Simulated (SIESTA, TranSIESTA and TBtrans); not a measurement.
System: Ir chain with one bond stretched by 0.6 Å. Leads: straight Ir chain, spacing 2.3 Å. Geometry: as built, not relaxed.

Method: TranSIESTA and TBtrans, PBE, DZP numerical orbitals (energy shift 0.15 eV), PseudoDojo norm-conserving scalar-relativistic potentials, mesh cutoff 200 Ry, 300 K, spin-polarised (collinear), no spin-orbit coupling; self-consistent non-equilibrium Green functions.

Energies count from the leads' Fermi level. Transmissions are for each spin. The energy step is 0.01 eV; narrower resonances are cut or missed.

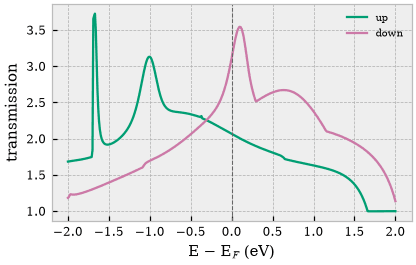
*Transmission against energy*

```csv
E (eV),T up,T down,lead channels up,down
-2.00,1.68,1.18,4,3
-1.80,1.72,1.26,4,4
-1.60,2.05,1.35,6,4
-1.40,1.98,1.44,6,4
-1.20,2.30,1.54,6,4
-1.00,3.13,1.70,6,6
-0.80,2.43,1.81,6,6
-0.60,2.36,1.97,6,6
-0.40,2.30,2.16,band edge,6
-0.20,2.19,2.40,4,6
0.00,2.07,3.12,4,6
0.20,1.95,3.00,4,6
0.40,1.85,2.58,4,4
0.60,1.76,2.67,4,4
0.80,1.68,2.61,3,4
1.00,1.63,2.38,3,4
1.20,1.57,2.09,3,3
1.40,1.47,2.00,3,3
1.60,1.19,1.87,3,3
1.80,1.00,1.65,1,3
2.00,1.00,1.14,1,3
```

The magnetic order of the leads was set by the start, and no other order was tried; the separate lead runs end at 0.77 (left) and 0.77 (right) μB an atom. The straight chain is held at its spacing; free chains may zigzag or dimerise. Spin-orbit coupling, left out here, matters for the heavy atoms.
